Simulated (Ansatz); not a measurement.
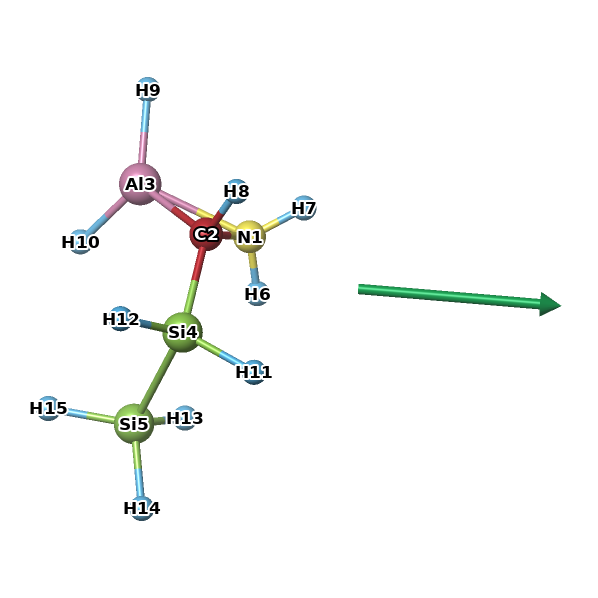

The arrow beside the molecule shows the direction of the dipole moment, from the negative to the positive end (its length means nothing). The computed structure is the end point of a PBE-D4/def2-SVP optimisation. No frequency run is at hand to confirm it as a minimum. Method: RKS PBE-D4/def2-SVP (Ansatz 0.2.0).

**Estimate the dipole moment.**

2.80 D; it points from the side of H15 to the side of H7 (the outermost atoms at the two ends).
